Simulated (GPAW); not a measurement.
# Quasiparticle gap of NH4Br (P-43m) in GPAW, part 2 of 2

Aim: the G0W0 gap of NH4Br (P-43m) on LDA, step by step.

GPAW 26.7.0; LDA and many-body steps on it, plane waves. Known limits of the many-body steps: not at the basis limit; no spin-orbit coupling; coarse k mesh.

So far. Step 2 (Ground state): The gap is indirect, with the least direct gap 0.09 eV higher. Step 3 (Empty states on the mesh, 4×4×4 mesh, 421 bands): On this mesh the gap is 3.937 eV.

## (4) Screening and self-energy, 4×4×4 mesh, 191 bands, screening to 120 eV

G0W0 replaces the xc potential by the self-energy, built once from these orbitals. Only a window of levels is corrected, while the sums run over the empty bands that the input names.

This step: G0W0 on LDA, plane waves, PAW.

run.py reads:

```python
import json
import numpy as np
from gpaw.mpi import world
from gpaw.response.g0w0 import G0W0

gw = G0W0('full.gpw',
    filename='gw',
    kpts=[0, 7],
    bands=(6, 10),
    ecut=120,
    nbands=191,
    integrate_gamma='WS',
    ppa=True)
gw.calculate()
res = {mode: {k: v for k, v in r.items() if k != 'sigma_eskwn'}
       for mode, r in gw.all_results.items()}

if world.rank == 0:
    with open('result.json', 'w') as f:
        json.dump(res, f, default=lambda x: x.tolist())
```

Run with:

```console
> mpirun -n 4 gpaw python run.py
```

Numbers of over 12 decimals in the logs are rounded to 6 here.

Output:

```text
Using integrator: PointIntegrator
FrequencyGridDescriptor(from 0.000+0.000j to 0.000+27.211j eV, 2 points)
Nonperiodic BCs:  [False False False]
Using integrator: PointIntegrator
FrequencyGridDescriptor(from 0.000+0.000j to 0.000+27.211j eV, 2 points)
Nonperiodic BCs:  [False False False]
  ___  _ _ _
 |   || | | |
 | | || | | |
 |__ ||_____|
 |___|

BZ k-points: Symmetries present (total): 24

  [... matrices ...]
64 k-points: 4 x 4 x 4 Monkhorst-Pack grid + [1/8,1/8,1/8]
10 k-points in the irreducible part of the Brillouin zone
       k-points in crystal coordinates                weights
   0:     0.00000000    0.00000000    0.00000000          1/64
   1:     0.25000000    0.00000000    0.00000000          6/64
   2:     0.25000000    0.25000000    0.00000000         12/64
   3:     0.25000000    0.25000000    0.25000000          8/64
   4:     0.50000000    0.00000000    0.00000000          3/64
   5:     0.50000000    0.25000000    0.00000000         12/64
   6:     0.50000000    0.25000000    0.25000000         12/64
   7:     0.50000000    0.50000000    0.00000000          3/64
   8:     0.50000000    0.50000000    0.25000000          6/64
   9:     0.50000000    0.50000000    0.50000000          1/64

Distributing spins, k-points and bands (1 x 2 x 4) over 4 processes
Number of blocks: 1

Quasi particle states:
k-points (IBZ indices): [0, 7]
Band range: (6, 10)
  [... matrices ...]
Computational parameters:
Plane wave cut-off: 120 eV
Number of bands: 191
Coulomb cutoff: None
Broadening: 0.1 eV

fxc modes: GW
Kernel: RPA
Using Godby-Needs plasmon-pole approximation:
  Fitting energy: i*E0, E0 = 1.000 Hartree
Summing all q:

Calculating screened Coulomb potential
No Coulomb truncation
FrequencyGridDescriptor(from 0.000+0.000j to 0.000+27.211j eV, 2 points)
Removing empty qpoint cache files...

Calculating chi0 body with:
    Ground state adapter containing:
    Number of spins: 1
    Number of kpoints: 64
    Number of irreducible kpoints: 10
    Number of completely occupied states: 8
    Number of partially occupied states: 8
    Occupied states memory: 1.6875 M / cpu

    Linear response parametrization:
    q_c: [0.0, 0.0, 0.0]
    Number of frequency points: 2
    Planewave cutoff: 120.0
    Number of bands: 191
    Number of planewaves: 179
    Broadening (eta): 1e-06
    comm.size: 4
    kncomm.size: 4
    blockcomm.size: 1

    Memory estimate of potentially large arrays:
        chi0_wGG: 0.977814 M / cpu
Integrating chi0 body.

Symmetries of q_c:
    Direct symmetries (Uq -> q): 24
    Indirect symmetries (TUq -> q): 24
In total 48 allowed symmetries.

  [... matrices ...]
10 groups of equivalent kpoints. 84.375% reduction.

Integral kind: response function
Integrating chi0 head and wings.

Symmetries of q_c:
    Direct symmetries (Uq -> q): 24
    Indirect symmetries (TUq -> q): 24
In total 48 allowed symmetries.

  [... matrices ...]
10 groups of equivalent kpoints. 84.375% reduction.

Integral kind: response function wings

Calculating chi0 body with:
    Ground state adapter containing:
    Number of spins: 1
    Number of kpoints: 64
    Number of irreducible kpoints: 10
    Number of completely occupied states: 8
    Number of partially occupied states: 8
    Occupied states memory: 1.6875 M / cpu

    Linear response parametrization:
[... the further q-points ...]

Results:
f:      Occupation numbers
eps:     KS-eigenvalues [eV]
vxc:     KS vxc [eV]
exx:     Exact exchange [eV]
sigma:   Self-energies [eV]
dsigma:  Self-energy derivatives
Z:       Renormalization factors
qp:      QP-energies [eV]

k-point 0 (0): (0.000, 0.000, 0.000)                GW
band       f     eps     vxc     exx   sigma  dsigma       Z      qp
                                                                   GW
   6   1.000   0.065 -16.198 -19.643   1.837  -0.226   0.816  -1.248
   7   1.000   0.065 -16.198 -19.643   1.837  -0.226   0.816  -1.248
   8   0.000   4.089 -11.082  -6.463  -3.286  -0.176   0.850   5.223
   9   0.000   6.782  -7.717  -3.217  -3.401  -0.165   0.858   7.725

k-point 1 (7): (0.500, 0.500, 0.000)                GW
band       f     eps     vxc     exx   sigma  dsigma       Z      qp
                                                                   GW
   6   1.000  -0.923 -15.196 -18.997   2.032  -0.231   0.813  -2.361
   7   1.000   0.152 -16.186 -19.629   1.817  -0.226   0.816  -1.174
   8   0.000   5.575  -9.597  -4.924  -3.396  -0.174   0.852   6.663
   9   0.000   6.490 -10.072  -5.079  -3.498  -0.176   0.851   7.762
```

Elapsed: 64 s, on 4 MPI ranks of Arm Neoverse V1, shared host; peak memory 1.3 GiB.

This step gave:

| Property | Result |
| --- | --- |
| G0W0 gap on the points computed | 6.397 eV |
| least direct G0W0 gap on the computed points | 6.471 eV |
| Z at the valence top | 0.8159 |
| Z at the conduction bottom | 0.8505 |
| starting gap on the mesh | 3.937 eV |
| k of the valence top | 0.5, 0.5, 0 |
| k of the conduction bottom | 0, 0, 0 |

The gap on the mesh goes from 3.94 eV to 6.40 eV, a correction of +2.46 eV.

Limits: finite bands, cutoff and mesh; no spin-orbit coupling; coarse k mesh. v1 is the top filled band, c1 the lowest empty one. The levels before and after the correction (eV, zero at the valence-band top of each column):

|  | conduction bottom | valence top |
| --- | --- | --- |
| Kohn-Sham | 3.94 | 0.00 |
| G0W0 | 6.40 | 0.00 |

```
                    level  energy (eV)
Kohn-Sham         Γ v2-v1       -0.087
Kohn-Sham            Γ c1        3.937
Kohn-Sham            Γ c2        6.630
Kohn-Sham  (0.5 0.5 0) v2       -1.075
Kohn-Sham  (0.5 0.5 0) v1        0.000
Kohn-Sham  (0.5 0.5 0) c1        5.423
Kohn-Sham  (0.5 0.5 0) c2        6.338
     G0W0         Γ v2-v1       -0.073
     G0W0            Γ c1        6.397
     G0W0            Γ c2        8.900
     G0W0  (0.5 0.5 0) v2       -1.187
     G0W0  (0.5 0.5 0) v1        0.000
     G0W0  (0.5 0.5 0) c1        7.837
     G0W0  (0.5 0.5 0) c2        8.936
```

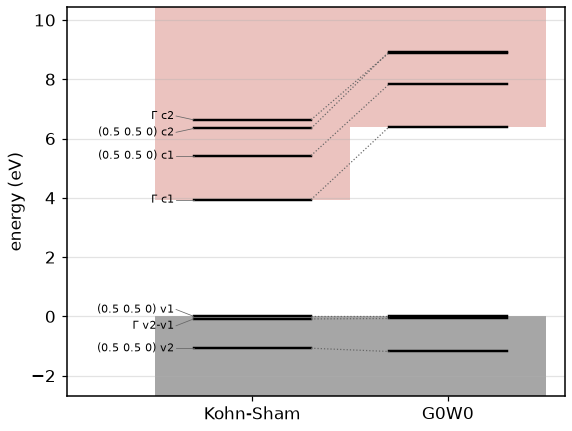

Levels before and after the correction. Shaded: valence and conduction bands.

## (5) Where the time went

Times are wall times on 4 MPI ranks of Arm Neoverse V1, shared host, good to a factor of about two.

```
                     step  time  share  memory (GiB)
             ground state   6 s    6 %          0.65
 empty states on the mesh  35 s   33 %           2.1
screening and self-energy  64 s   61 %           1.3
```

## (6) Outcome

```
LDA gap              : 3.94 eV, indirect
G0W0 gap on the mesh : 6.40 eV
GW settings          : 4×4×4 mesh, 191 bands, screening to 120 eV, Godby-Needs plasmon pole
known limits         : not at the basis limit; no spin-orbit coupling; coarse k mesh
```

G0W0 moves the gap on the mesh from 3.94 eV to 6.40 eV (+2.46 eV), with Z of 0.82 and 0.85 at the edges. Only 2 of the mesh's irreducible points were corrected, so a valley elsewhere could overtake. The dearest step here is «screening and self-energy». Bands and cutoff are finite, so the gap is not at the basis limit. The miss can reach some tenths of an eV and take either sign; the mesh is an error of its own. These stock PAW sets were not made for GW; the filled d or f shell of Br lies in the frozen core, which bears on start and correction. In the G0W0 run levels were corrected at 2 k points alone, so a gap called «on the mesh» is the least over those, and an edge elsewhere would be missed. The 4×4×4 mesh is coarse for this cell, which bears on the long-range parts of exchange and screening. The many-body steps are scalar-relativistic: spin-orbit coupling is not in them.

[Paths, hosts, dates, memory and timing lines, banners, echoed tables and standing remarks are left out of the program output.]

[Logs are printed without paths, hosts, clocks, repeated set-up lines and the standing remarks that a program may print on its own settings, such as how far it seeks lower states.]

[Runs of the session that timed out or met a known fault of the program may be left out.]

[Hosts, paths, dates, database ids (printed as entryN), source tags and the programs' standing remarks are cut or masked in the printed files.]
